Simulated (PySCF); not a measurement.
```json
{"atom": "O", "x (Å)": "1.8111", "y (Å)": "-1.3798", "z (Å)": "0.2042"}
{"atom": "C", "x (Å)": "0.9800", "y (Å)": "-0.3453", "z (Å)": "-0.2650"}
{"atom": "C", "x (Å)": "-0.3071", "y (Å)": "-0.2544", "z (Å)": "0.5424"}
{"atom": "C", "x (Å)": "-1.2481", "y (Å)": "0.8050", "z (Å)": "0.0409"}
{"atom": "F", "x (Å)": "-2.3725", "y (Å)": "0.8447", "z (Å)": "0.7675"}
{"atom": "F", "x (Å)": "-0.7000", "y (Å)": "2.0296", "z (Å)": "0.0965"}
{"atom": "F", "x (Å)": "-1.6074", "y (Å)": "0.5942", "z (Å)": "-1.2337"}
{"atom": "H", "x (Å)": "2.1574", "y (Å)": "-1.1327", "z (Å)": "1.0653"}
{"atom": "H", "x (Å)": "1.4971", "y (Å)": "0.6214", "z (Å)": "-0.2619"}
{"atom": "H", "x (Å)": "0.7486", "y (Å)": "-0.5893", "z (Å)": "-1.3031"}
{"atom": "H", "x (Å)": "-0.8333", "y (Å)": "-1.2103", "z (Å)": "0.5119"}
{"atom": "H", "x (Å)": "-0.0917", "y (Å)": "-0.0204", "z (Å)": "1.5886"}
```

Geometry: PBE0-D3(BJ)/def2-TZVP.

All numbers below come from PySCF, PBE0/pcSseg-2, SCF density, gas phase, non-relativistic.

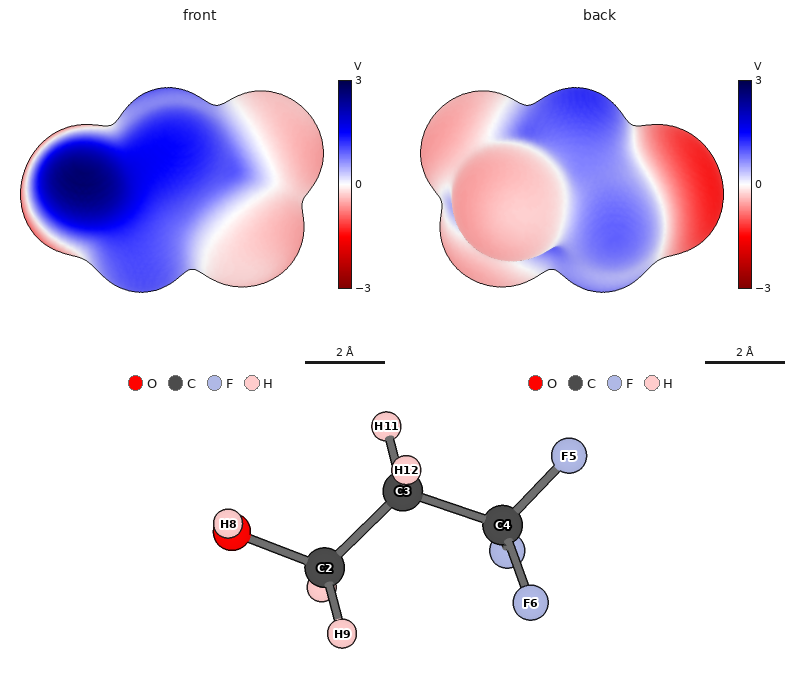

C3H5F3O (CF3(CH2)2OH). The molecular electrostatic potential painted on the density surface at 0.002 e/bohr³, seen from the front and from behind; the colour scale runs from red (negative) to blue (positive). The bare structure is drawn below in the same view.

Where is the surface potential most negative and most positive?

Answer. The most negative region (about −1.3 V) lies over O1, the most positive (about +2.7 V) over H8. O1 is the likeliest acceptor of a hydrogen bond.

What dipole moment does the calculation give?

Answer. Its dipole moment is 1.97 D.
